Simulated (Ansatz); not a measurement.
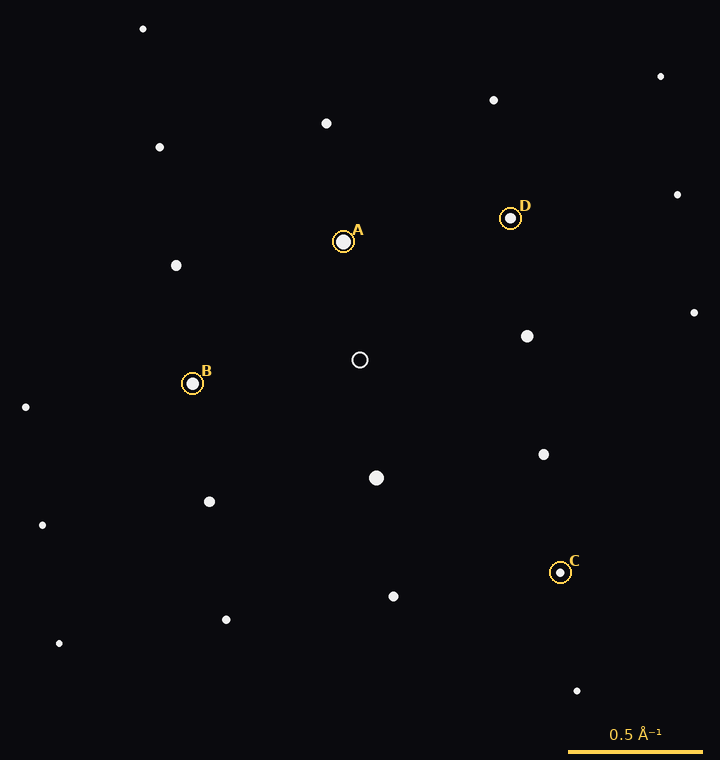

The pattern is a kinematic simulation for 300 kV electrons (no multiple scattering; isotropic B = 0.5 Å²). The zone axis points towards the electron source and the pattern is seen from the source side.

Mo, space group Im-3m (No. 229), a = 3.160 Å. Structure: the input geometry of an electronic-structure calculation (not necessarily at equilibrium).

Spot A is indexed -1 1 0 and spot B 0 0 2.

> Give hkl for C, D.

C = −2A − B = 2 -2 -2 (d = 0.912 Å). D = A − B = -1 1 -2 (d = 1.290 Å).

> Find the zone axis.

The cross product of A and B is parallel to [110]; every spot obeys hu + kv + lw = 0.

> What are the spacings of A and B and the angle between them?

d(A) = 2.235 Å, d(B) = 1.580 Å, and the angle is 90.0°.
